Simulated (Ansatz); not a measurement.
# CHF (SMILES [CH]F) at CCSDT/STO-3G

What is the energy change on altering one bond length of CHF at CCSDT/STO-3G? 

The results are computed with Ansatz 0.2.0.

55 further runs of the same task are left out: 6 that didn't finish, 49 set aside as unsound or not needed.

### 1 The structure to begin with

CHF: 3 atoms, total charge 0, spin state singlet. SMILES: `[CH]F`. The coordinates come from a GFN2-xTB relaxation.

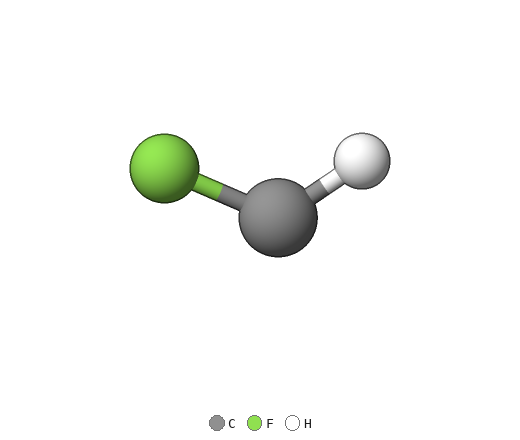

Viewed from a chosen angle; carbon grey, fluorine green, hydrogen white.

### 2 A single-point energy at CCSDT/STO-3G

Input file molecule.yaml:

```yaml
crystal:
  periodic: [false, false, false]
  atoms:
    - symbol: C
      position_ang: [-0.128130, -0.359190, -0.106370]
    - symbol: F
      position_ang: [0.969610, -0.011280, 0.530170]
    - symbol: H
      position_ang: [-0.841470, 0.370470, -0.423800]
basis:
  gaussian:
    orbitals: STO-3G
accuracy: high
scf:
  omitted_lower_state_checks: [cluster_reference, increment]
correlation:
  method: ccsdt
  frozen_orbitals: {C: 1, F: 1, H: 0}
```

Launch:

```console
ansatz run molecule.yaml --threads 1 --pin off --max-ram 2610MiB --events-out events.jsonl --progress --plain --runs-dir runs
```

The log of the run (excerpt; [...] marks lines left out):

```text
Warning: RAYON_NUM_THREADS=1 ignored (pool sized by the plan → 1); use --threads N
Functional definition: HF
  name "HF"
[...]
167 factors; integrals over basis functions are off by at most 2.4e-8 eV
[...]
mean field -3696.90058979 eV, -135.8585908255 hartree, gradient 2.5e-8 eV, S^2 0.000000; 0 other end points of the search recorded, 0 dependent functions left out; unrestricted orbitals would lower it
2 core orbitals not correlated: weight in the atoms' cores, before any rotation towards them, 1.000 or more for the frozen orbitals, at most 0.000 for the correlated occupied ones
reference -3696.90058979 eV, -135.8585908255 hartree; 6, 6 occupied and 3, 3 virtual orbitals, 167 factors
second order -1.71422717 eV of doubles, -0.00000000 eV of singles
cycle   1  -1.97112369 eV  change   -2.6e-1 eV  update   9.3e-2
[...]
cycle  27  -2.48318118 eV  change   -1.0e-9 eV  update  6.2e-10
Total energy: -3699.38377097 eV, -135.9498460506 hartree
Checks for a lower state left out: cluster_reference, increment
```

Wall time 0.24 s (1 thread of Arm Neoverse V1, shared host).

### 3 The distorted shape, same level

Input file molecule.yaml:

```yaml
crystal:
  periodic: [false, false, false]
  atoms:
    - symbol: C
      position_ang: [-0.402552, -0.446163, -0.265497]
    - symbol: F
      position_ang: [0.969610, -0.011280, 0.530170]
    - symbol: H
      position_ang: [-1.115892, 0.283497, -0.582927]
basis:
  gaussian: {orbitals: STO-3G}
correlation: {method: ccsdt, frozen_orbitals: {C: 1, F: 1, H: 0}}
accuracy: high
scf: {omitted_lower_state_checks: [cluster_reference, increment]}
```

Launch:

```console
ansatz run molecule.yaml --threads 1 --pin off --max-ram 2610MiB --events-out events.jsonl --progress --plain --runs-dir runs
```

The log of the run (excerpt; [...] marks lines left out):

```text
Warning: RAYON_NUM_THREADS=1 ignored (pool sized by the plan → 1); use --threads N
[... 2 set-up lines as earlier in the session ...]
[...]
167 factors; integrals over basis functions are off by at most 3.9e-8 eV
[...]
mean field -3694.77031272 eV, -135.7803045873 hartree, gradient 2.5e-8 eV, S^2 0.000000; 0 other end points of the search recorded, 0 dependent functions left out; unrestricted orbitals would lower it
2 core orbitals not correlated: weight in the atoms' cores, before any rotation towards them, 1.000 or more for the frozen orbitals, at most 0.000 for the correlated occupied ones
reference -3694.77031272 eV, -135.7803045873 hartree; 6, 6 occupied and 3, 3 virtual orbitals, 167 factors
second order -1.93080992 eV of doubles, -0.00000000 eV of singles
cycle   1  -2.39526807 eV  change   -4.6e-1 eV  update   1.2e-1
[...]
cycle  36  -3.19249829 eV  change  -1.1e-10 eV  update  9.9e-10
Total energy: -3697.96281101 eV, -135.8976267355 hartree
Checks for a lower state left out: cluster_reference, increment
```

Wall time 0.26 s (1 thread of Arm Neoverse V1, shared host).

### 4 What came out

Level: CCSDT/STO-3G, 2 core orbitals frozen.

| quantity | value |
| --- | --- |
| first shape: total energy | -135.94985 Eh |
| first shape: correlation energy (2 core orbitals frozen) | -91.3 mEh |
| first shape: T1 diagnostic | 0.024 |
| distorted shape: total energy | -135.89763 Eh |
| distorted shape: correlation energy (2 core orbitals frozen) | -117.3 mEh |
| distorted shape: T1 diagnostic | 0.046 |
| energy change with the C1–F2 bond stretched from 1.316 to 1.645 Å | 1.421 eV |

**Reading.** With the C1–F2 bond stretched from 1.316 to 1.645 Å the energy rises by 1.42 eV (137 kJ/mol). The first shape isn't relaxed at this level, so the change isn't measured from a minimum. The minimal basis adds a large error of its own. The T1 diagnostic (first shape) of 0.024 is above the customary mark for such species, so a single reference may not serve. The restricted solution (first shape) is unstable to spin breaking: an unrestricted one lies lower. The T1 diagnostic (distorted shape) of 0.046 is above the customary mark for such species, so a single reference may not serve. The restricted solution (distorted shape) is unstable to spin breaking: an unrestricted one lies lower.
